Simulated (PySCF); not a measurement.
# C3H8GeO2Si: the cost of one run

The runs use PySCF 2.14.0, with density-fitted response routines of our own; the level of theory stands in each step. All values are computed, except where a source is named. Atoms are numbered from 0 throughout.

### 1 The starting structure

15 atoms, charge 0, multiplicity 1; geometry from: GFN2-xTB.

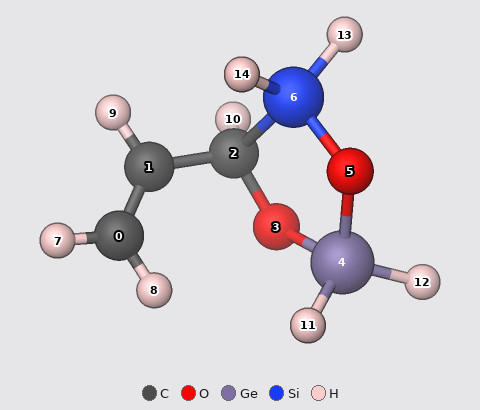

As it starts; carbon dark grey, oxygen red, germanium purple, silicon blue, hydrogen pink, atoms numbered.

### 2 Excited states and response: wB97X-D/def2-SVPD

The job: settings as JSON, then the geometry in Å.

```
{"job": {"kind": "uv", "xc": "wB97X-D", "basis": "def2-SVPD", "nstates": 8, "ntriplets": 3}, "charge": 0, "multiplicity": 1}
C      2.004846    -0.739295    -0.559396
C      1.466173    -0.375747     0.590774
C      0.014805    -0.390041     0.919767
O     -0.762345    -1.182822     0.014439
Ge    -1.643314    -0.344529    -1.237900
O     -1.564152     1.287210    -0.521803
Si    -0.691093     1.419943     0.842607
H      3.064257    -0.675662    -0.737475
H      1.405028    -1.147206    -1.358694
H      2.078302     0.015264     1.393752
H     -0.119998    -0.839156     1.909558
H     -0.950307    -0.275003    -2.573590
H     -3.066099    -0.816724    -1.263114
H     -1.596892     1.671532     1.959183
H      0.356375     2.400227     0.599981
```

Method: TDDFT wB97X-D/def2-SVPD, vertical, gas phase, core orbitals frozen in the response.

Started as:

```bash
$ OMP_NUM_THREADS=1 python probes_run.py task.json out
```

The driver reads the jobs from task.json and runs them one after another.

**Question.** How long does this job take on 1 thread of Arm Neoverse V1, shared host, and how much memory does it need?

About 76 s, with a peak of 1 GiB.
